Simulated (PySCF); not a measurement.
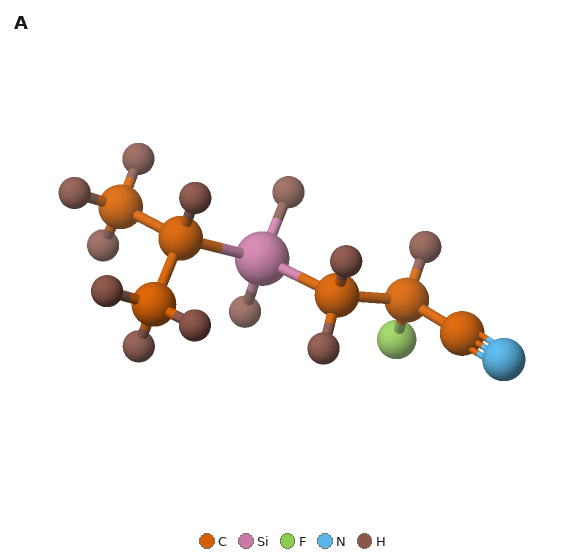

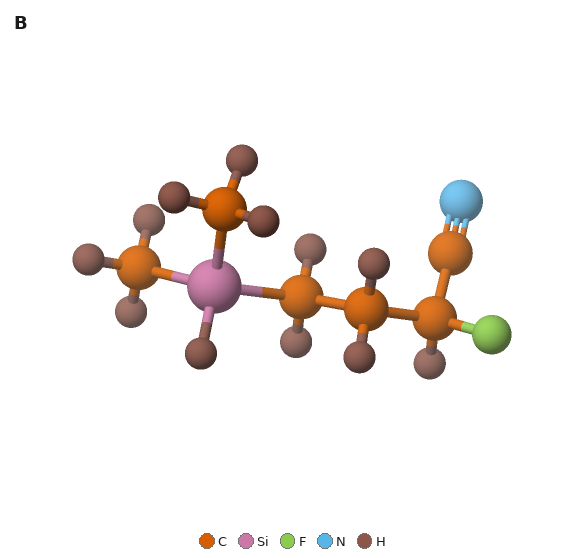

2 stationary structures of one formula. Geometries: GFN2-xTB. Electronic energies: PBE0/pcSseg-1 (PySCF 2.14.0), without zero-point energy. No frequency run is at hand to confirm each as a minimum. Each is one conformer, not always the lowest.

> Are they conformers, stereoisomers or constitutional isomers?

They are constitutional isomers of C6H12FNSi: A `CC(C)[SiH2]C[C@H](F)C#N`, B `C[SiH](C)CC[C@H](F)C#N`.

> Which structure is the most stable?

B is lowest; A lies 13.8 kcal/mol above it.

The geometry is semi-empirical. Around Si such bond lengths and angles can be off by a tenth of an ångström or more and by several degrees, and values that hang on the shape move with them.
